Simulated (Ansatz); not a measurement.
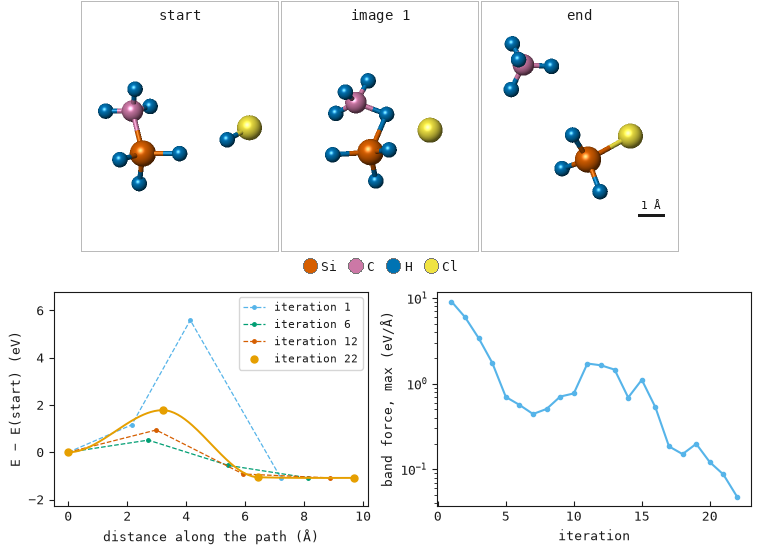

A nudged-elastic-band calculation for CH$_{7}$ClSi. Images are numbered from 0 (start) to 3 (end). The plot follows the band through its iterations. A ball-and-stick model, seen at a tilt.

Level of theory: RKS revPBE/6-31G* in Ansatz. Set-up: 2 movable images; climbing image; force threshold 0.05 eV/Å; iteration limit 60; starting path through a guess of the saddle point.

Judge this run.

Answer. The run is converged, with reservations. The band converged in 22 iterations. The largest component of the band force went from 9.1 to 0.048 eV/Å. The climbing image converged on the top of the path. Its curvatures weren't checked. So few images resolve the path coarsely. The first iteration put the highest image at 5.59 eV. Forward barrier 1.78 eV, backward barrier 2.87 eV, with image 1 at the top; the reaction energy is −1.08 eV.
